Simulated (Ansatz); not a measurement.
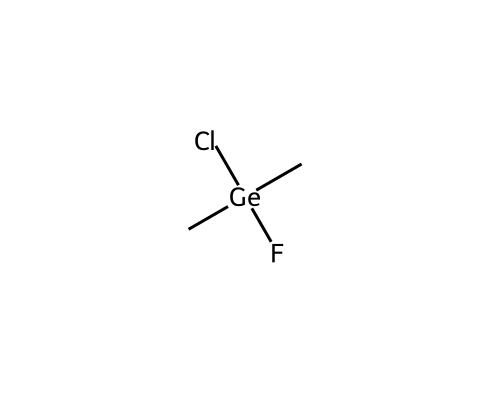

Figure made from data computed with Ansatz.

Skeletal drawing of a molecule.

Transcribe the drawing into SMILES.

[CH3][Ge]([CH3])([F])[Cl]

What is the molecular formula?

C2H6ClFGe.

An optimisation with PBE-D4/def2-SVP gave a structure of which point group?

Cs.
